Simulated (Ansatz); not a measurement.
**How basis sets differ on NaLi (lithium sodium)**

The species is NaLi (2 atoms), meant as a singlet with charge 0. As SMILES, `[Li][Na]`. The bond length is the measured one.

```xyz
2

Li    0.0000    0.0000    0.0000
Na    0.0000    0.0000    2.8100
```

Quantity: the energy change with the Li1–Na2 bond stretched from 2.810 to 7.025 Å, in eV. The values are calculated.

```tsv
level	kind	program	value (eV)	CPU time (all runs)
MP2/ANO-RCC-MB (sfX2C) (restricted)	perturbation theory	Ansatz	1.09	1.2 s
MP2/STO-3G (restricted)	perturbation theory	Ansatz	3.61	0.14 s
MP2/ANO-RCC-VDZ (sfX2C) (restricted)	perturbation theory	Ansatz	1.19	2.2 s
MP2/ANO-RCC-VDZP (sfX2C) (restricted)	perturbation theory	Ansatz	1.34	2.3 s
MP2/ANO-RCC-VTZP (sfX2C) (restricted)	perturbation theory	Ansatz	1.39	3.6 s
MP2/ANO-RCC-VQZP (sfX2C) (restricted)	perturbation theory	Ansatz	1.39	13 s
```

The first shape isn't each level's own minimum. The values span 1.09 to 3.61 eV. Minimal STO sets describe s-block atoms so badly that they can place the ion below the atom. Without the sets that lack polarisation functions the rows with a basis span only 1.34 to 1.39 eV. CPU times are rough (shared hosts, several kinds of processor): they show what a rung costs within a factor of a few.

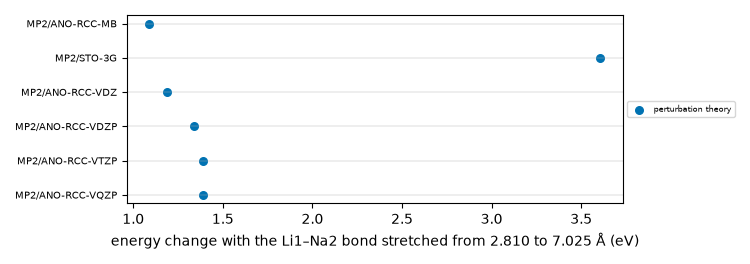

The values of the table, level by level.
